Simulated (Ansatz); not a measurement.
**CH6BN (SMILES CBN): wB97X/cc-pVDZ**

What is the vertical singlet–triplet gap of CH6BN at wB97X/cc-pVDZ? 

Program for the calculation: Ansatz 0.2.0.

76 further runs of the same task are left out: 76 set aside as unsound or not needed.

## Step 1: Starting point

CH6BN has 9 atoms, charge 0, and is taken as a singlet. As SMILES, `CBN`. The shape is that of a PBE0-D4/def2-TZVP optimisation.

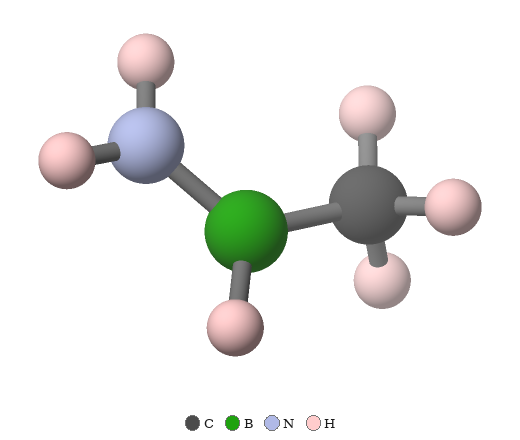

The structure, seen from a chosen angle (carbon dark grey, boron green, nitrogen light blue, hydrogen pink).

## Step 2: A single-point energy at wB97X/cc-pVDZ

Contents of run.yaml:

```yaml
basis:
  gaussian: {orbitals: cc-pVDZ}
crystal:
  periodic: [false, false, false]
  atoms:
    - {symbol: C, position_ang: [-0.665300, 0.757700, -0.590300]}
    - {symbol: B, position_ang: [0.459400, -0.282900, -0.256200]}
    - {symbol: "N", position_ang: [0.592800, -0.842800, 1.010700]}
    - {symbol: H, position_ang: [-1.291900, 0.390800, -1.410600]}
    - {symbol: H, position_ang: [-0.224600, 1.692200, -0.954300]}
    - {symbol: H, position_ang: [-1.319900, 0.998900, 0.252300]}
    - {symbol: H, position_ang: [1.248800, -0.632800, -1.092800]}
    - {symbol: H, position_ang: [1.306200, -1.511000, 1.244900]}
    - {symbol: H, position_ang: [-0.016800, -0.616400, 1.779200]}
total_charge: 0
hamiltonian: {xc: {name: wB97X}}
output: {orbitals: {seedname: orbitals}}
accuracy: high
magnetization: {spin_polarized: false}
```

The run is started by

```sh
ansatz run run.yaml --threads 1 --pin off --max-ram 3480MiB --events-out events.jsonl --progress --plain --runs-dir runs
```

What it wrote:

```text
Warning: RAYON_NUM_THREADS=1 ignored (pool sized by the plan → 1); use --threads N
Functional definition: wB97X
  name "wB97X"
  parameter omega = 0.3/bohr
  parameter cx = 0.157706
  parameter cx1 = 0.726479
  parameter cx2 = 1.04760
  parameter cx3 = -5.70635
  parameter cx4 = 13.2794
  parameter css1 = -4.33879
  parameter css2 = 18.2308
  parameter css3 = -31.7430
  parameter css4 = 17.2901
  parameter cos1 = 2.37031
  parameter cos2 = -11.3995
  parameter cos3 = 6.58405
  parameter cos4 = -3.78132
  exchange = spin_sum(e_x_unif_sr(omega)*poly(b97_u_x, 1 - cx, cx1, cx2, cx3, cx4)) + cx*exact_x_sr(omega)
      + exact_x_lr(omega)
  correlation = spin_sum(e_c_pw_same_spin*poly(b97_u_same, 1, css1, css2, css3, css4))
      + integral(e_c_pw_opposite_spin*poly(b97_u_opposite, 1, cos1, cos2, cos3, cos4))
1723 factors; integrals over basis functions are off by at most 3.1e-9 eV
332 factors; integrals over basis functions are off by at most 1.6e-9 eV
mean field evaluation 1: about -3297.5777 eV, gradient 4.4e1 eV
mean field evaluation 2: about -3299.2083 eV, gradient 3.6e1 eV
mean field evaluation 4: about -3301.7479 eV, gradient 1.4e0 eV
mean field evaluation 8: about -3301.7530 eV, gradient 1.3e-2 eV
mean field evaluation 16: about -3301.7530 eV, gradient 7.3e-7 eV
mean field -3301.75296658 eV, -121.3371835134 hartree, gradient 3.0e-8 eV, S^2 0.000000; 0 other end points of the search recorded, 0 dependent functions left out
reference -3301.75296380 eV, -121.3371834110 hartree; 12, 12 occupied and 60, 60 virtual orbitals, 1723 factors
Total energy: -3301.75296380 eV, -121.3371834110 hartree
```

It took 12 s on 1 thread of Arm Neoverse V2, shared host; peak memory 0.35 GiB.

## Step 3: The triplet, same level

Contents of input.yaml:

```yaml
basis:
  gaussian: {orbitals: cc-pVDZ}
crystal:
  periodic: [false, false, false]
  atoms:
    - symbol: C
      position_ang: [-0.665300, 0.757700, -0.590300]
    - symbol: B
      position_ang: [0.459400, -0.282900, -0.256200]
    - symbol: N
      position_ang: [0.592800, -0.842800, 1.010700]
    - symbol: H
      position_ang: [-1.291900, 0.390800, -1.410600]
    - symbol: H
      position_ang: [-0.224600, 1.692200, -0.954300]
    - symbol: H
      position_ang: [-1.319900, 0.998900, 0.252300]
    - symbol: H
      position_ang: [1.248800, -0.632800, -1.092800]
    - symbol: H
      position_ang: [1.306200, -1.511000, 1.244900]
    - symbol: H
      position_ang: [-0.016800, -0.616400, 1.779200]
magnetization: {spin_polarized: true, initial_magnetization: 2}
hamiltonian: {xc: {name: wB97X}}
accuracy: high
output: {orbitals: {seedname: orbitals}}
```

The run is started by

```sh
ansatz run input.yaml --threads 1 --pin off --max-ram 3480MiB --events-out events.jsonl --progress --plain --runs-dir runs
```

What it wrote, shortened:

```text
Warning: RAYON_NUM_THREADS=1 ignored (pool sized by the plan → 1); use --threads N
[... 2 set-up lines as earlier in the session ...]
[...]
      + exact_x_lr(omega)
[...]
      + integral(e_c_pw_opposite_spin*poly(b97_u_opposite, 1, cos1, cos2, cos3, cos4))
1723 factors; integrals over basis functions are off by at most 3.1e-9 eV
332 factors; integrals over basis functions are off by at most 1.6e-9 eV
[...]
mean field -3294.86271983 eV, -121.0839716156 hartree, gradient 1.6e-8 eV, S^2 2.007248; 4 other end points of the search recorded, 0 dependent functions left out
reference -3294.86271759 eV, -121.0839715335 hartree; 13, 11 occupied and 59, 61 virtual orbitals, 1723 factors
Total energy: -3294.86271759 eV, -121.0839715335 hartree
```

Run time: 46 s. Hardware: 1 thread of Arm Neoverse V2, shared host; peak memory 0.59 GiB.

## Step 4: Summary of results

Level: wB97X/cc-pVDZ.

```
                                        quantity          value
                           singlet: total energy  -121.33718 Eh
                            singlet: HOMO energy      -10.60 eV
                            singlet: LUMO energy        3.46 eV
                          singlet: HOMO–LUMO gap       14.06 eV
                           triplet: total energy  -121.08397 Eh
     triplet: HOMO energy (highest over α and β)       -3.80 eV
      triplet: LUMO energy (lowest over α and β)       -3.74 eV
                                   triplet: ⟨S²⟩          2.007
vertical energy of the triplet above the singlet       6.890 eV
```

At this shape the triplet lies 6.89 eV (159 kcal/mol) above the singlet.
